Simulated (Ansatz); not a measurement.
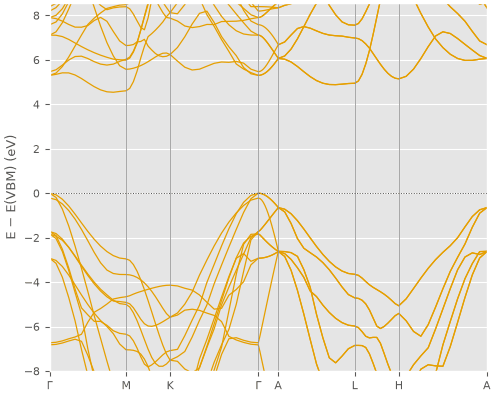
Figure: Band structure from PBE in the plane-wave PAW code Ansatz

The gap is 4.54 eV; an edge lies off the plotted path or next to a special point (maximum on the Γ–A line, 2 % of the way from Γ, minimum on the Γ–M line, 82 % of the way from Γ).

The material is C in space group P6_3/mmc (No. 194; C on 4e, C on 4f).

The workflow started from a Materials Project entry (that database holds measured and hypothetical structures alike). Its sites differ from those of the usual phase in this space group: another stacking or structure type. The PBE relaxation kept the symmetry of its start; its stability against distortions is not shown here.

Potentials: the later of the program's two PAW sets.
